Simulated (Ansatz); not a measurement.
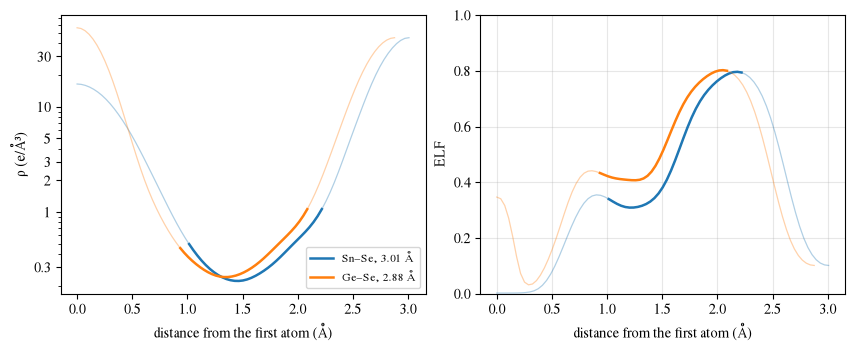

Figure 1: Sn$_{2}$GeSe$_{3}$. Valence charge density (pseudo) and ELF along straight lines between neighbouring atoms. Thin, pale parts lie inside the atomic spheres.

Space group P-3m1; a structure generated by program, which may or may not match a known phase; computed pressure about −4 GPa in this cell.

Computed with Ansatz 0.2.0, DFT LDA, scalar-relativistic, plane waves, PAW.

In a PAW calculation such maps are meaningful between the atoms, not at the nuclei.

What can be read from the curves?

Answer. Sn–Se (3.01 Å): ρ is about 0.22 e/Å³ halfway; the ELF is about 0.40 at the midpoint.
Ge–Se (2.88 Å): ρ is about 0.25 e/Å³ halfway; the ELF is about 0.45 at the midpoint.
